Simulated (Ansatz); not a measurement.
## Electronic structure of ClF₂H₂Si₂ (SMILES F[SiH](F)[SiH]Cl) (doublet) in real space

The calculation's input:

```
crystal:
  periodic: [false, false, false]
  atoms:
    - symbol: Cl
      position_ang: [2.271442, 1.662559, 0.917624]
    - symbol: F
      position_ang: [-1.730023, 0.507747, 0.430453]
    - symbol: F
      position_ang: [-1.113071, -1.970036, 0.843141]
    - symbol: Si
      position_ang: [-0.666312, -0.456209, 1.156729]
    - symbol: Si
      position_ang: [1.510433, -0.188460, 0.318597]
    - symbol: H
      position_ang: [-0.741977, -0.218553, 2.616592]
    - symbol: H
      position_ang: [1.618615, -0.258853, -1.167319]
basis:
  gaussian:
    orbitals: def2-TZVPD
magnetization:
  spin_polarized: true
  initial_magnetization: 1
hamiltonian:
  xc: pbe0
output:
  forces: true
  orbitals: {seedname: orbitals}
```

Command:

```sh
ansatz run input.yaml --threads 2 --pin off --max-ram 4350MiB --events-out events.jsonl --progress --plain --runs-dir runs
```

Geometry: B3LYP/6-31G*.

All numbers below come from Ansatz, isolated molecule in a Gaussian basis; Kohn-Sham density functional theory, functional PBE0.

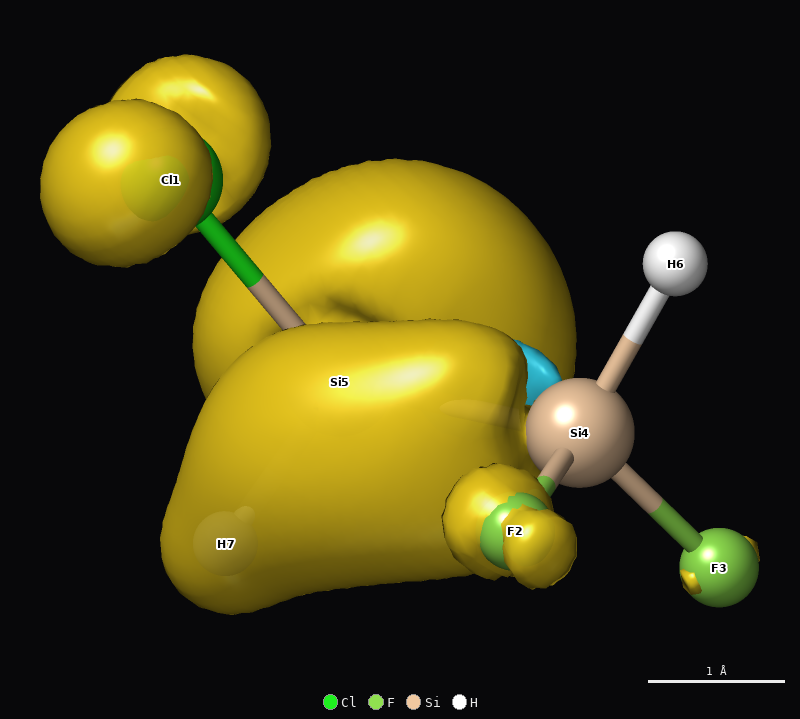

Figure 1. Isosurfaces of the spin density at +0.015 (yellow) and −0.015 e/Å³ (cyan), seen at a tilt.

**Describe the spin distribution.**

The unpaired spin (1 electron) lies mostly on Si5 (about 0.7), Si4 (about 0.1) and Cl1 (about 0.1), in electrons by Hirshfeld's partition.

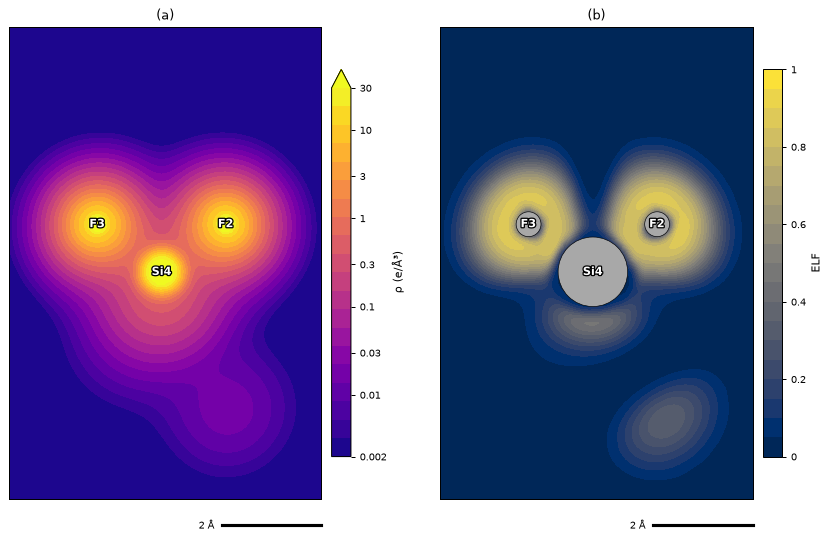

Figure 2. (a) electron density; (b) electron localisation function on the plane of atoms F2, Si4 and F3. Grey discs cover the atomic cores in the ELF map.

**Describe what can be read from this map.**

Atoms in the plane: F and Si.
Si–F (1.61 Å): ρ is about 1.2 e/Å³ halfway; the ELF peaks at about 0.85 in the valence shell of F, 0.6 Å from its nucleus, and is about 0.50 at the midpoint.
The ELF also peaks beside F2 and F3, away from the bonds: non-bonding electrons, paired or unpaired.

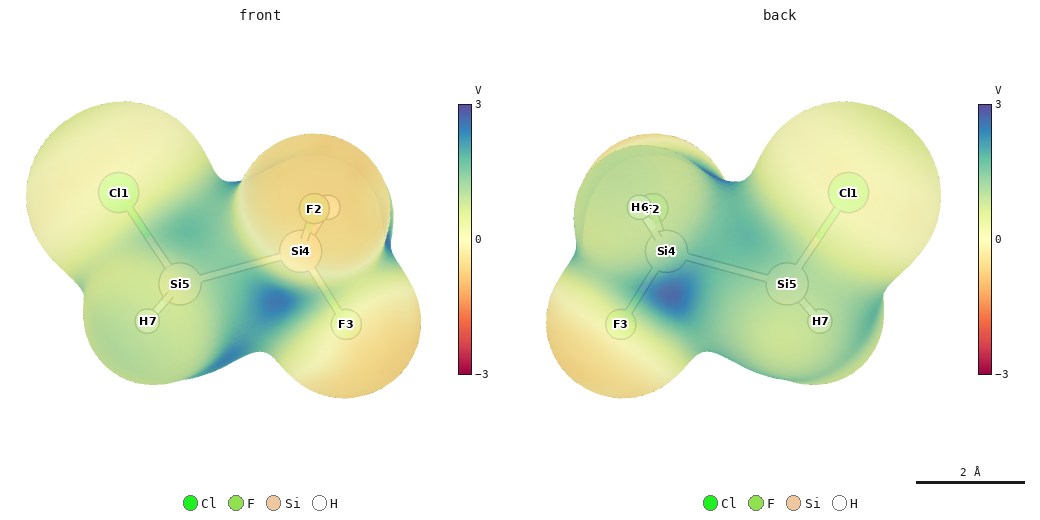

Figure 3. The electrostatic potential painted on the density surface at 0.004 e/bohr³, seen from the front and from behind; the colour scale runs from red (negative) to blue (positive).

**Where is the surface potential most negative and most positive?**

The most negative region (about −0.7 V, or −16 kcal/mol for a unit charge) lies over F2, the most positive (about +2.7 V, or +62 kcal/mol for a unit charge) over Si4. Cl1 shows a σ-hole: about +0.6 V, or +14 kcal/mol for a unit charge at the tip opposite its bond, against about 0.0 V on its flanks.

**How polar is the molecule by this calculation?**

Its dipole moment is 1.07 D.
